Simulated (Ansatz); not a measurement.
```yaml
atoms:
  - { symbol: C, position_ang: [-0.1234, 0.7866, 1.2732] }
  - { symbol: B, position_ang: [0.2430, -0.5197, 0.5171] }
  - { symbol: Ge, position_ang: [-1.0271, -1.4669, -0.8053] }
  - { symbol: H, position_ang: [-0.5037, 0.3957, 2.2445] }
  - { symbol: H, position_ang: [-0.9391, 1.3905, 0.8490] }
  - { symbol: H, position_ang: [0.7348, 1.4243, 1.5383] }
  - { symbol: H, position_ang: [1.3089, -1.0534, 0.7407] }
  - { symbol: H, position_ang: [-0.4508, -1.3464, -2.2323] }
  - { symbol: H, position_ang: [-2.4490, -0.8738, -0.8480] }
  - { symbol: H, position_ang: [-1.1576, -2.9767, -0.5279] }
```

Geometry: r2SCAN-D4/def2-SVP.

All numbers below come from isolated molecule in a Gaussian basis; Kohn-Sham density functional theory, functional PBE0 (Ansatz).

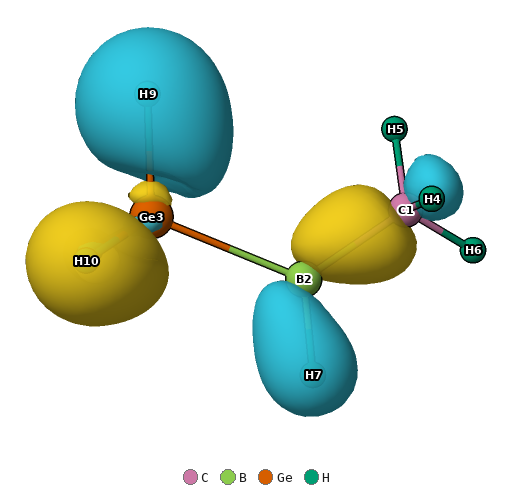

CH7BGe (SMILES C[BH][GeH3]). The HOMO−1 at ±0.15 Å⁻³ᐟ² (yellow and cyan are the two phases), seen across its widest extent.

Describe this orbital and give its energy.

Its weight (Hirshfeld) is mainly on Ge3 (about 30 %), H9 (about 25 %), H10 (about 15 %), B2 (about 10 %), C1 (about 10 %) and H7 (about 5 %). Its energy is −9.01 eV.
